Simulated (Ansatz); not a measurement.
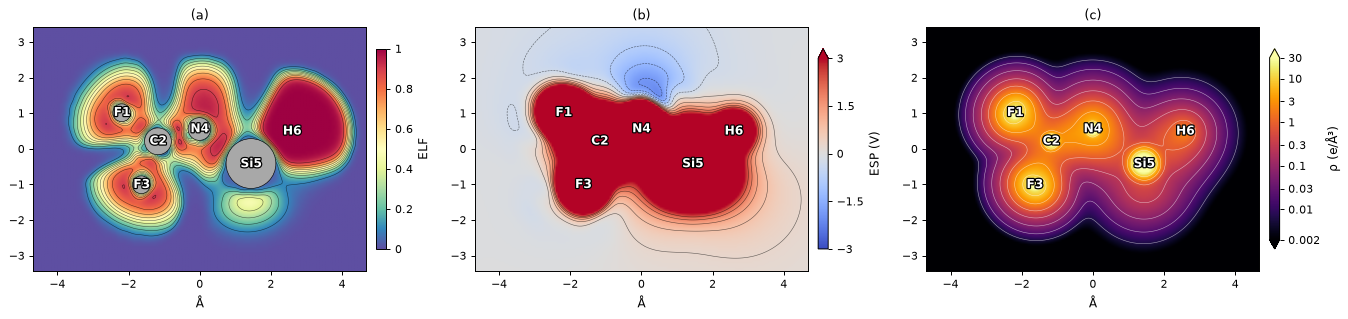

CH$_{3}$F$_{2}$NSi. (a) electron localisation function; (b) electrostatic potential; (c) total electron density on the plane of atoms C2, N4 and Si5. Grey discs cover the atomic cores in the ELF map.

These are results of RHF/6-31G* in Ansatz 0.2.0, not measurements.

```yaml
atoms:
  - { symbol: F, position_ang: [2.0476, -1.3731, 1.1877] }
  - { symbol: C, position_ang: [0.9845, -0.9624, 0.5720] }
  - { symbol: F, position_ang: [0.3077, -2.0239, 0.2162] }
  - { symbol: N, position_ang: [0.6927, 0.1997, 0.3739] }
  - { symbol: Si, position_ang: [-0.6968, 0.8772, -0.4330] }
  - { symbol: H, position_ang: [-0.6226, 2.3375, -0.3086] }
  - { symbol: H, position_ang: [-0.6820, 0.4983, -1.8567] }
  - { symbol: H, position_ang: [-1.9390, 0.3896, 0.1924] }
```

### Interpret the plot.

Atoms in the plane: F, C, N, Si and H. C–N (1.21 Å): ρ is about 3.2 e/Å³ halfway; the ELF peaks at about 0.90 between the atoms (a multiple bond). C–F (1.30 Å): ρ is about 2.7 e/Å³ halfway; the ELF peaks at about 0.90 between the atoms (a shared but strongly polarised pair). Si–N (1.74 Å): ρ at the midpoint is about 1.1 e/Å³; the ELF peaks at about 0.95 between the atoms: a shared but strongly polarised pair. Si–H (1.47 Å): the density is about 0.83 e/Å³ at the midpoint; the ELF climbs to about 1 towards the hydrogen, as it does in any bond to H. The ELF also peaks beside F3, F1 and N4, away from the bonds: lone-pair regions. Outside the dense part of the molecule the potential is most negative (−2.1 V) near N4.
